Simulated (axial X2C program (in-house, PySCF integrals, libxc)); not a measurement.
**A two-component session on HfS⁺: properties at the nuclei**

Wanted for HfS⁺: properties at the nuclei, at the two-component level.

Program: an in-house X2C program for linear molecules on PySCF integrals. Level of theory: two-component X2C with atomic mean-field terms, Hf dyall-cv3z, S dyall-av3z. These are calculated values, not measurements.

**1. Input**

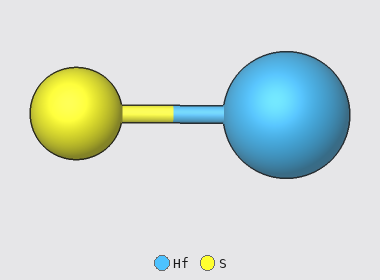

The two atoms at 2.220 Å (hafnium blue, sulfur yellow).

File task.json:

```json
{"zs": [72, 16], "q": 1, "bas": ["dyall-cv3z", "dyall-av3z"], "r0": 2.22, "levels": ["PBE0", "HF", "PBE", "BHandHLYP", "LDA"], "nst": 3}
```

Keys: zs atomic numbers; q charge; bas basis sets; r0 starting distance in Å; levels methods (HF also brings MP2); nst determinants followed.

Launch:

```console
$ python soeom.py task.json out
```

The runs that follow: Expectation values, lowest determinant; Expectation values, a higher determinant; Expectation values, a higher determinant.

Before running it: what results should come out? Wanted: lowest determinant; Eeff magnitude; Ws magnitude Hf; A∥/gI Hf; qzz Hf; higher determinant (for each run or level that gives them).

As calculated:

| quantity | value |
| --- | --- |
| lowest determinant | Ω = 1/2 (excess of +ω over −ω: ω = 1/2) |
| Eeff magnitude (GV/cm), PBE0 | 21.1 |
| Ws magnitude Hf (kHz), PBE0 | 37.3 |
| A∥/gI Hf (MHz), PBE0 | 11600 |
| qzz Hf (a.u.), PBE0 | -6.07 |
| higher determinant | Ω = 3/2 (excess of +ω over −ω: ω = 3/2) |
| Eeff magnitude (GV/cm), PBE0, higher determinant | 1.84 |
| Ws magnitude Hf (kHz), PBE0, higher determinant | 0.788 |
| A∥/gI Hf (MHz), PBE0, higher determinant | 929 |
| qzz Hf (a.u.), PBE0, higher determinant | -1.01 |
| higher determinant | Ω = 5/2 (excess of +ω over −ω: ω = 5/2) |
| Eeff magnitude (GV/cm), PBE0, higher determinant | 1.08 |
| Ws magnitude Hf (kHz), PBE0, higher determinant | 0.328 |
| A∥/gI Hf (MHz), PBE0, higher determinant | 115 |
| qzz Hf (a.u.), PBE0, higher determinant | -1.37 |

**Reading.** In the first state, the effective field runs from 21.1 to 25.2 GV/cm over the mean-field levels. The expectation values come from single determinants, which for open shells can mix terms of unlike spin or miss the lowest Ω, so a determinant need not be a state. Eeff is the effective electric field on the electron dipole moment in this Ω state and Ws the scalar–pseudoscalar constant (defined with the proton number Z and per Ω); A∥ is the parallel hyperfine constant, which follows by multiplying with the nuclear g factor gI = μI/(I μN); qzz is the electric field gradient, eQq0 = 234.96 MHz × Q/barn × qzz. The operators were transformed with the bare-nucleus X2C matrices.
